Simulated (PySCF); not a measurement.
H2BN, SMILES N=B at its B3LYP/def2-SVP optimised geometry (Å):

```
4

B      0.5295     0.0001     0.0000
N     -0.7107    -0.0006    -0.0008
H      1.7095     0.0001     0.0000
H     -1.7095     0.0006     0.0013
```

Level of theory: B3LYP/def2-TZVP run with PySCF.

Map of the electrostatic potential (hartree/e) on the plane z = 1.2 Å:

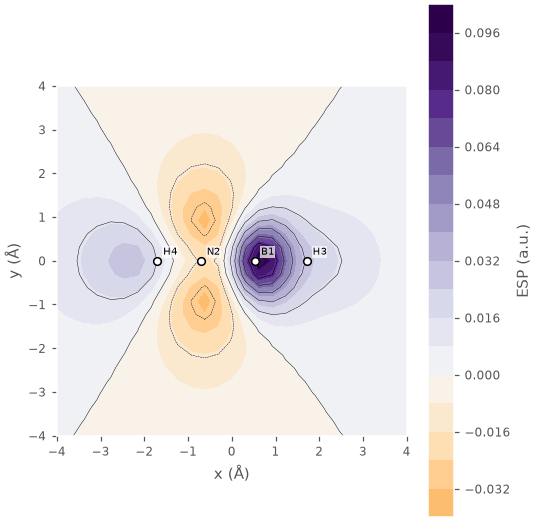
*Electrostatic potential (hartree/e) on the plane z = 1.2 Å.*
